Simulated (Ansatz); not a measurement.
HfB2, response to strain

Base system: HfB₂ (space group P6/mmm, No. 191; a = 3.146 Å, c = 3.486 Å; relaxed with 0.1 eV smearing). Axes: x lies along a and z along c of the hexagonal cell.

Strains are applied to the cell and any free atomic positions relax.

Calculations: plane-wave PAW DFT at the PBE level (Ansatz, a program for electronic structure, 420 eV), scalar-relativistic without spin-orbit coupling.

Notes on the quantities. energy relative to the base: free energy F.

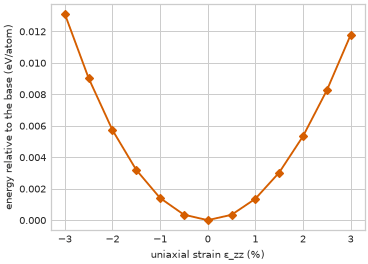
Fig. 1. Energy relative to the base against uniaxial strain ε_zz

| uniaxial strain ε_zz (%) | energy relative to the base |
|---|---|
| -3 | +13 meV/atom |
| -2.5 | +9.0 meV/atom |
| -2 | +5.7 meV/atom |
| -1.5 | +3.2 meV/atom |
| -1 | +1.4 meV/atom |
| -0.5 | +0.3 meV/atom |
| 0.5 | +0.3 meV/atom |
| 1 | +1.4 meV/atom |
| 1.5 | +3.0 meV/atom |
| 2 | +5.3 meV/atom |
| 2.5 | +8.3 meV/atom |
| 3 | +12 meV/atom |

No phonon test of stability was made. All final runs are without spin polarisation.
